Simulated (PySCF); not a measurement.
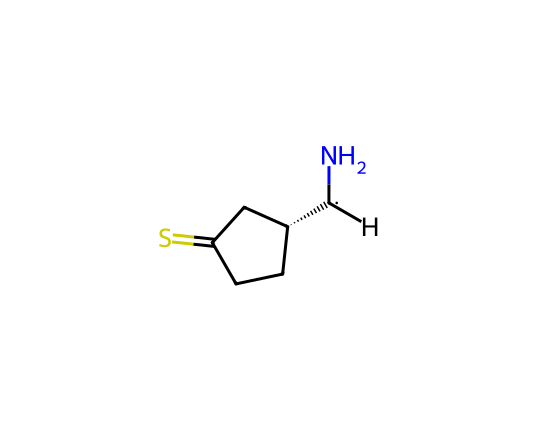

The species is neutral and a spin doublet. Computed geometry: GFN2-xTB optimisation. No frequency run is at hand to confirm it as a minimum. Level of theory: UKS B3LYP, pcH-1 on C H N S, non-relativistic (PySCF 2.14.0).

Predict the main results.

The species is C6H10NS (`N[CH][C@@H]1CCC(=S)C1`).
- ⟨S²⟩ of the determinant: 0.754
- isotropic g value: 2.00288
